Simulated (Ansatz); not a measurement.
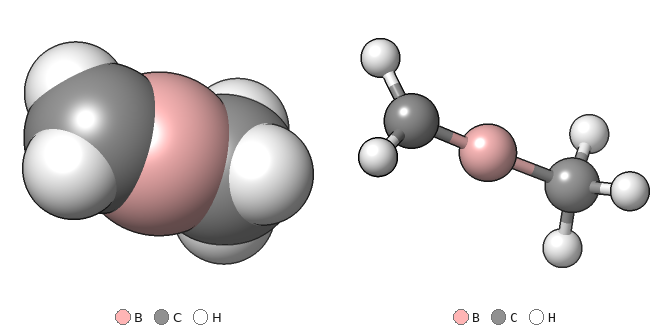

Both panels show the same species.

Which formula does it have?

Answer. C2H5B, 8 atoms: 2 carbon, 5 hydrogen and 1 boron.

How many sets of symmetry-equivalent atoms are there?

Answer. 7: 1 B, 1 C, 1 C, 1 H, 1 H, 2 H, 1 H.

What is the point group of this geometry?

Answer. Cs.

More results for the same structure follow; atom numbers are the same in all pictures, views and colours differ. The geometry was computed by an optimisation with PBE0-D4/def2-TZVP.

### Electronic properties

Properties computed with RKS BHLYP-D4/def2-TZVPP (Ansatz 0.2.0).

What is the dispersion correction?

Answer. −10.8 kJ/mol.

### Dipole moment

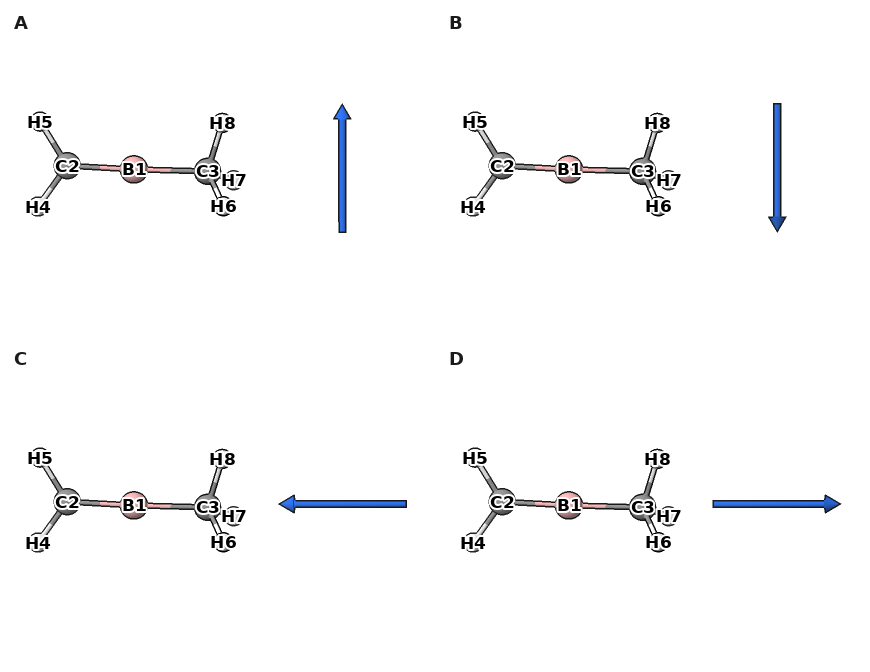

The same molecule four times, each with an arrow. Level of theory: RKS PBE0-D4/def2-TZVP (Ansatz 0.2.0).

Which arrow points along the dipole moment, from the negative to the positive end?

Answer. D. The dipole moment is 1.76 D; it points from the side of H4, H5 to the side of H6, H7, H8 (the outermost atoms at the two ends).

### Charges

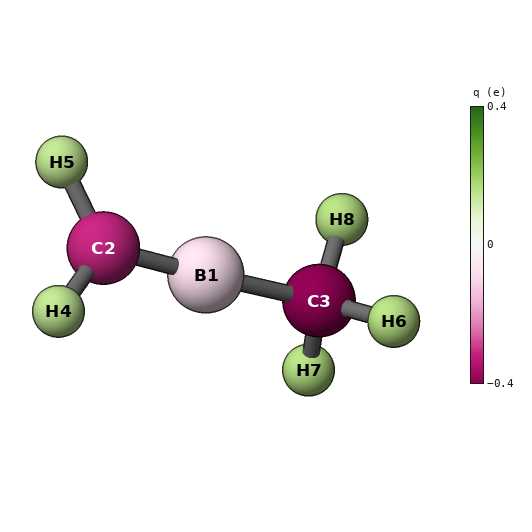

Atoms are coloured by their Mulliken charges. Level of theory: RKS PBE0-D4/def2-TZVP (Ansatz 0.2.0).

List the Mulliken charges.

```tsv
atom	value (e)
B1	−0.08
C2	−0.31
C3	−0.39
H4	0.15
H5	0.15
H6	0.16
H7	0.16
H8	0.16
```

Mulliken values depend strongly on the basis set and can even reverse the polarity of a bond.
